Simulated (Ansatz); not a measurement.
# SnH₂O₂: energies and forces away from the minimum

How good are functionals off equilibrium? 2 randomly displaced structures are computed with CCSD(T) and cheaper methods.

The runs use Ansatz 0.2.0, Gaussian basis; single points with forces in def2-TZVPP.

Levels: PBE-D4, r2SCAN-D4, PBE0-D4, wB97M-V, Hartree-Fock, MP2, CCSD, CCSD(T). Each coordinate is moved by a Gaussian draw of the width named (0.7 of it for atoms other than hydrogen): 0.12, 0.04 Å.

Cores are frozen in the correlated methods. Filled d shells of the heavier atoms are correlated. Core potentials replace the inner electrons past krypton, and spin-orbit coupling is left out.

### 1 The starting structure

The minimum, relaxed at PBE0-D4: 5 atoms, charge 0, spin multiplicity 1.

Atoms are counted from 1 here; the program's logs count them from 0.

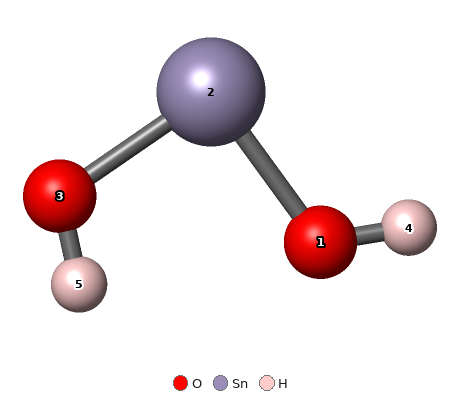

As it starts; oxygen red, tin purple, hydrogen pink; atoms are numbered from 1 in the order of the file.

Coordinates:

```
O    -0.98434    0.17782   -0.61375
Sn   -0.15374   -0.94387    0.80088
O     1.56183    0.00289    0.63610
H    -1.90116   -0.00556   -0.83136
H     1.52721    0.69512   -0.03327
```

Energies of the minimum (eV), from earlier single points: PBE-D4 -9957.53265, r2SCAN-D4 -9961.90860, PBE0-D4 -9957.44973, B3LYP-D4 -9963.91135, wB97M-V -9959.17798, CCSD(T) -9937.23106.

### 2 Structure 1, width 0.12 Å

The input, ccsdt-tzvpp/in.yaml:

```yaml
crystal:
  periodic: [false, false, false]
  atoms:
    - {symbol: O, position_ang: [-0.957084, 0.359699, -0.575477]}
    - {symbol: Sn, position_ang: [-0.307987, -1.106376, 0.786185]}
    - {symbol: O, position_ang: [1.569700, -0.029756, 0.646041]}
    - {symbol: H, position_ang: [-1.832669, -0.080676, -0.823585]}
    - {symbol: H, position_ang: [1.609355, 0.612207, -0.270443]}
basis:
  gaussian: {orbitals: def2-TZVPP}
correlation: {method: ccsd_t}
output: {forces: true}
```

The command line of these runs was not kept.

The log of the run, shortened:

```text
Functional definition: HF
  name "HF"
  cite "Fock, Z. Phys. 61, 126 (1930) doi:10.1007/BF01340294"
  parent pbe
[...]
1040 factors; integrals over basis functions are off by at most 7.5e-4 eV
[...]
mean field -9913.29739162 eV, -364.3069596677 hartree, gradient 1.6e-6 eV, S^2 0.000000; 0 other end points of the search recorded, 0 dependent functions left out
6 core orbitals not correlated: weight in the atoms' cores, before any rotation towards them, 1.000 or more for the frozen orbitals, at most 0.000 for the correlated occupied ones
reference -9913.29739162 eV, -364.3069596677 hartree; 14, 14 occupied and 120, 120 virtual orbitals, 1040 factors
second order -22.27412639 eV of doubles, -0.00000000 eV of singles
cycle   1  -21.15781389 eV  change     1.1e0 eV  update   1.5e-1
[...]
cycle  14  -21.94318966 eV  change   -3.8e-8 eV  update   4.8e-6
perturbative correction -0.85710666 eV, -0.0314980890 hartree
[...]
working
working
Total energy: -9936.09768794 eV, -365.1448551029 hartree
Atom 0 at    -0.957084     0.359699    -0.575477 Å, force    -1.692043    -2.692066     0.680972 eV/Å
Atom 1 at    -0.307987    -1.106376     0.786185 Å, force     2.323296     3.154862    -1.507212 eV/Å
Atom 2 at     1.569700    -0.029756     0.646041 Å, force    -1.398890     1.028337    -3.167962 eV/Å
Atom 3 at    -1.832669    -0.080676    -0.823585 Å, force     1.417051     1.298259     0.105373 eV/Å
Atom 4 at     1.609355     0.612207    -0.270443 Å, force    -0.649415    -2.789392     3.888830 eV/Å
Dipole moment:    -0.578913    -0.594142     0.064141 e Å
```

Run time: 3.4 min. Hardware: 2 threads, shared host; peak memory 1.6 GiB.

The other levels were run on the same coordinates; their logs were not kept, and their results stand in the tables.

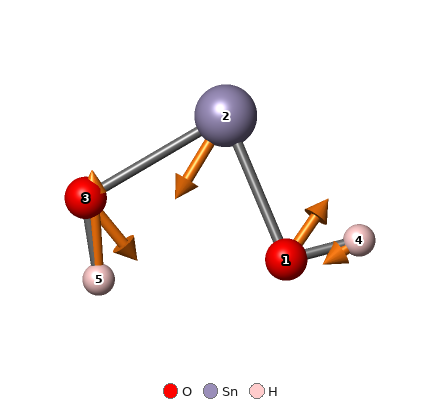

Forces at CCSD(T); the longest arrow is 4.83 eV/Å.

```csv
method,RMS force component (eV/Å),RMS error against CCSD(T) (eV/Å),angle to CCSD(T) forces (°),dipole (D)
PBE-D4,1.815,0.379,6.0,3.61
r2SCAN-D4,2.077,0.104,2.4,3.76
PBE0-D4,2.197,0.114,2.5,4.01
wB97M-V,2.207,0.091,1.4,4.16
CCSD(T),2.133,0,0,4.00
```

### 3 Structure 2, width 0.04 Å

The input, ccsdt-tzvpp/in.yaml:

```yaml
crystal:
  periodic: [false, false, false]
  atoms:
    - {symbol: O, position_ang: [-1.058798, 0.192979, -0.635042]}
    - {symbol: Sn, position_ang: [-0.182302, -0.925861, 0.811485]}
    - {symbol: O, position_ang: [1.586016, -0.002224, 0.597673]}
    - {symbol: H, position_ang: [-1.950847, -0.025306, -0.866357]}
    - {symbol: H, position_ang: [1.454866, 0.697274, -0.067700]}
basis:
  gaussian: {orbitals: def2-TZVPP}
correlation: {method: ccsd_t}
output: {forces: true}
```

The log of the run, shortened:

```text
[... 4 set-up lines as earlier in the session ...]
[...]
1042 factors; integrals over basis functions are off by at most 6.4e-4 eV
[...]
mean field -9914.81050365 eV, -364.3625655093 hartree, gradient 9.0e-6 eV, S^2 0.000000; 0 other end points of the search recorded, 0 dependent functions left out
6 core orbitals not correlated: weight in the atoms' cores, before any rotation towards them, 1.000 or more for the frozen orbitals, at most 0.000 for the correlated occupied ones
reference -9914.81050365 eV, -364.3625655093 hartree; 14, 14 occupied and 120, 120 virtual orbitals, 1042 factors
second order -21.83568120 eV of doubles, -0.00000000 eV of singles
cycle   1  -20.93505282 eV  change    9.0e-1 eV  update   1.3e-1
[...]
cycle  12  -21.59761710 eV  change   -1.6e-5 eV  update   4.3e-6
perturbative correction -0.77323166 eV, -0.0284157394 hartree
[...]
working
working
Total energy: -9937.18135242 eV, -365.1846790380 hartree
Atom 0 at    -1.058798     0.192979    -0.635042 Å, force     1.153206    -0.172560     0.676344 eV/Å
Atom 1 at    -0.182302    -0.925861     0.811485 Å, force     0.221846     0.630902    -0.588679 eV/Å
Atom 2 at     1.586016    -0.002224     0.597673 Å, force    -0.882857     0.069724    -0.292491 eV/Å
Atom 3 at    -1.950847    -0.025306    -0.866357 Å, force    -0.672982    -0.220862    -0.077965 eV/Å
Atom 4 at     1.454866     0.697274    -0.067700 Å, force     0.180787    -0.307204     0.282790 eV/Å
Dipole moment:    -0.481757    -0.295904     0.096536 e Å
```

Wall time 3.2 min (2 threads, shared host); peak memory 1.6 GiB.

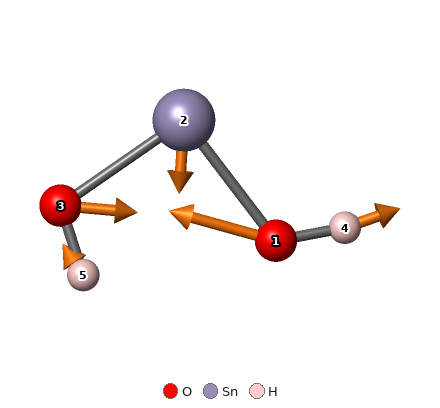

Forces at CCSD(T); the longest arrow is 1.35 eV/Å.

```
   method  RMS force component (eV/Å)  RMS error against CCSD(T) (eV/Å)  angle to CCSD(T) forces (°)  dipole (D)
   PBE-D4                       0.480                             0.364                         41.9        2.53
r2SCAN-D4                       0.475                             0.094                          8.8        2.59
  PBE0-D4                       0.497                             0.076                          7.7        2.73
  wB97M-V                       0.528                             0.055                          6.0        2.80
  CCSD(T)                       0.529                                 0                            0        2.75
```

### 4 All structures together

Energy above the minimum (kJ/mol):

| structure | width (Å) | PBE-D4 | r2SCAN-D4 | PBE0-D4 | wB97M-V | Hartree-Fock | MP2 | CCSD | CCSD(T) |
| --- | --- | --- | --- | --- | --- | --- | --- | --- | --- |
| 1 | 0.12 | 80.8 | 102.7 | 111.0 | 112.6 | 155.4 | 108.4 | 118.7 | 109.4 |
| 2 | 0.04 | 0.0 | 3.6 | 4.5 | 5.2 | 9.4 | 4.7 | 6.0 | 4.8 |

What each level costs and misses (shared host):

| method | mean energy error from CCSD(T) (kJ/mol) | mean time a point |
| --- | --- | --- |
| PBE-D4 | 16.7 | 2.4 s |
| r2SCAN-D4 | 3.9 | 3.6 s |
| PBE0-D4 | 1.0 | 4.2 s |
| wB97M-V | 1.8 | 9 s |
| Hartree-Fock | 25.3 | part of the CCSD(T) run |
| MP2 | 0.5 | part of the CCSD(T) run |
| CCSD | 5.3 | part of the CCSD(T) run |
| CCSD(T) | 0 | 3.3 min |

The best functional, PBE0-D4, misses by 1.0 kJ/mol and takes 4.2 s a point, against 3.3 min for CCSD(T).

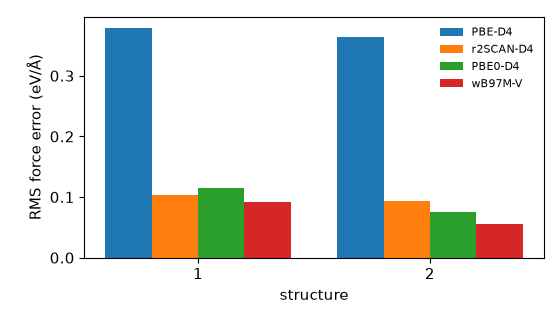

Force errors against CCSD(T).

### 5 Results

| quantity | value |
| --- | --- |
| energy above the minimum, CCSD(T) | 109.4, 4.8 kJ/mol |
| mean energy error | PBE-D4 16.7, r2SCAN-D4 3.9, PBE0-D4 1.0, wB97M-V 1.8, Hartree-Fock 25.3, MP2 0.5, CCSD 5.3 kJ/mol |
| mean RMS force error | PBE-D4 0.371, r2SCAN-D4 0.099, PBE0-D4 0.095, wB97M-V 0.073 eV/Å |
| largest T1 diagnostic | 0.022 |

What this shows: In energy MP2 is nearest to CCSD(T) and Hartree-Fock farthest. For forces wB97M-V is best, off by 5 % of the typical force, and PBE-D4 worst (28 %).
